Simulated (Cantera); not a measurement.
Input: 1 mol SiHCl₃, a varied amount of N₂, at 825 K and 75.0 Torr.

Method: chemical equilibrium by Gibbs-energy minimisation in Cantera with the NASA 1993 tables (ideal gas, pure condensed phases). Candidate condensed phases: NH₄Cl, Si, Si₃N₄; 28 gas species. N₂ is the only nitrogen source here; it is nearly inert below about 1500 K, so the nitride shown seldom forms there in practice. The numbers say what is thermodynamically allowed, not how fast it happens.

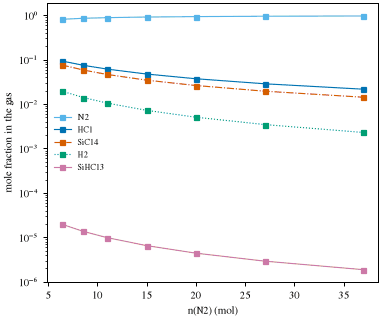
*Equilibrium gas composition (values under 1e-9 drawn at 1e-9)*

Read off the mole fractions at 27 mol N₂.

N₂ about 0.95, HCl about 0.029, SiCl₄ about 0.019, H₂ about 0.0035, SiHCl₃ about 2.9e-6.
